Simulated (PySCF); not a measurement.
Molecule: C5H6O2SSi, SMILES O=Cc1ccc(O[SiH3])s1. Atoms near the plane z = 0.0 Å, at the GFN2-xTB optimised geometry (x, y, z in Å): O1 (-2.5, -3.0, 0.0), C2 (-1.3, -3.0, 0.0), C3 (-0.4, -1.9, 0.0), C4 (0.9, -1.9, 0.0), C5 (1.5, -0.6, 0.0), C6 (0.5, 0.4, 0.0), O7 (0.8, 1.7, 0.0), Si8 (-0.2, 3.0, 0.0), S9 (-1.1, -0.3, 0.0), H10 (-0.8, -4.0, 0.0), H11 (1.5, -2.8, 0.0), H12 (2.5, -0.4, 0.0), H14 (0.8, 4.0, 0.0).

Calculation: B3LYP/def2-TZVP run with PySCF. Cells within 0.4 Å of a nucleus heavier than hydrogen are left out (blank, or x). The values are rescaled to run from 0 to 1.

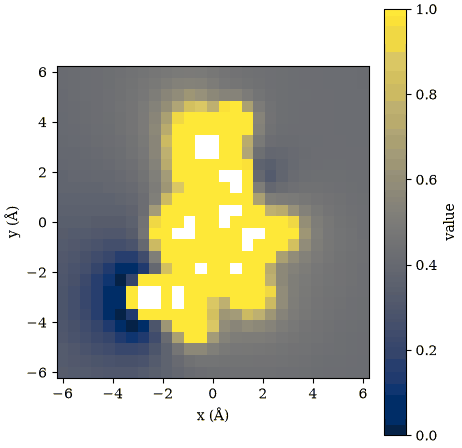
Fig. 1. a field on the plane z = 0.0 Å.

Q: Which quantity is mapped?
A) electrostatic potential
B) deformation density (molecule minus spherical neutral atoms)
C) Laplacian of the electron density
D) electron localisation function

A: A, electrostatic potential. In full: electrostatic potential (hartree/e), clipped to [-0.08, 0.12].
